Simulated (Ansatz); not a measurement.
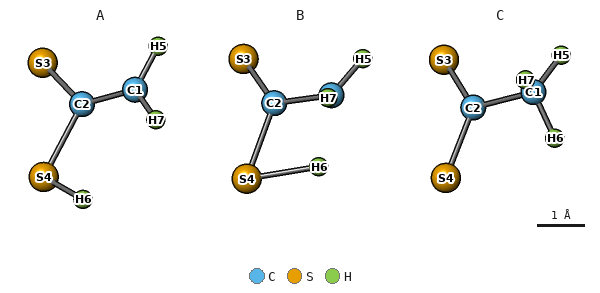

3 geometries from a converged minimum-energy path of C$_{2}$H$_{3}$S$_{2}$ (charge −1), shuffled. Style: ball-and-stick. Shown at a tilt.

Method: RKS PBE0-D4/6-31G* in Ansatz. Run with 5 movable images; climbing image; force threshold 0.05 eV/Å; iteration limit 60; starting path through a guess of the saddle point.

> Which of them lies highest in energy?

B. In order along the path, whose images run from 0 to 6: C (image 1, +0.15 eV), B (image 3, +2.44 eV), A (image 6, +1.08 eV). A hydrogen atom shifts from one atom to another. Breaking: C1–H6 (1.09 → 1.57 at the top → 2.70 Å). Forming: S4–H6 (2.79 → 1.59 at the top → 1.36 Å).

Limits of the set-up: the basis has no diffuse functions, which an anion needs.

The run took 3.2 min on 1 thread of Arm Neoverse V1, with other jobs on the host, peak memory 0.14 GiB.
